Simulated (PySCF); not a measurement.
H₂N₂O, SMILES `O.N#N`.

PySCF calculation, ωB97X/def2-SVP, gas phase; geometry: an unrelaxed start of a pair search. Without diffuse functions Rydberg states are missing, so the states' numbers hold for this basis only.

Coordinates in Å:

```
O1      -1.7135    0.1552   -0.0836
H2      -1.6309   -0.7735   -0.3157
H3      -1.7734    0.2001    0.8740
N4       1.5622    0.3807   -0.0438
N5       0.8824   -0.4763    0.0595
```

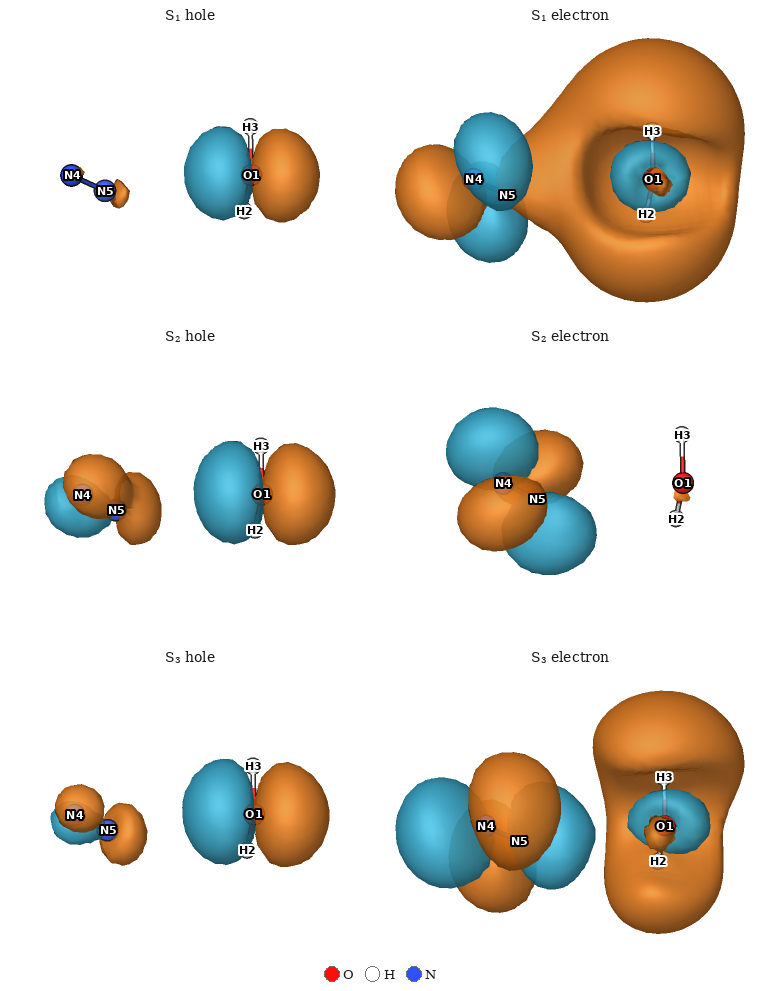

Leading natural transition orbitals (TDA singlet states).

Question: Describe these excited states.

Answer: By state:
- S₁: 8.15 eV (152 nm), f = 0.073, partly diffuse acceptor orbital, which a basis without diffuse functions describes poorly; the leading pair carries 98 %; hole on O1 (82 %) and H2 and H3 (5 % each), electron on H3 (24 %), H2 (20 %) and N5 (20 %) (atom shares of so diffuse an orbital are rough); their centroids lie 1.0 Å apart.
- S₂: 8.28 eV (150 nm), f = 0.002 (very weak), charge transfer; the leading pair carries 99 %; hole on O1 (69 %) and N4 and N5 (11 % each), electron on N4 and N5 (48 % each); their centroids lie 2.2 Å apart.
- S₃: 8.79 eV (141 nm), f = 0.010; the leading pair carries 94 %; hole on O1 (75 %), N5 (8 %) and N4 (7 %), electron on N5 (33 %), N4 (31 %) and H3 (16 %); their centroids lie 1.5 Å apart.

Run time: 23 s on 1 thread of Arm Neoverse V1, on a shared host, peak memory 0.31 GiB.
